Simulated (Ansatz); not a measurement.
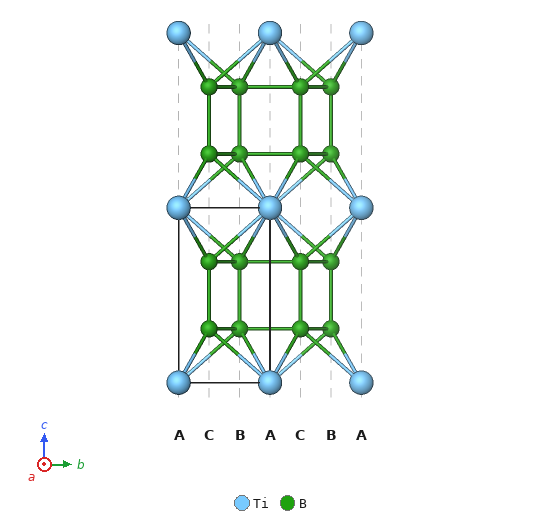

Projection along an edge of the hexagonal mesh, stacking direction c upwards. The dashed lines mark the three columns A (0, 0), B (1/3, 2/3) and C (2/3, 1/3). The sequence starts with the first layer at or above the cell's origin.

System TiB4 (space group P6/mmm, No. 191); source of the atomic positions: coordinates from a relaxation with DFT PBE+D3(BJ), scalar-relativistic, plane waves, PAW (Ansatz 0.2.0); the starting structure was generated, so it need not be a known form of this composition.

> List the layers of one repeat.

Ti(A) – B(B)+B(C) – B(B)+B(C) (three layers in 4.99 Å).
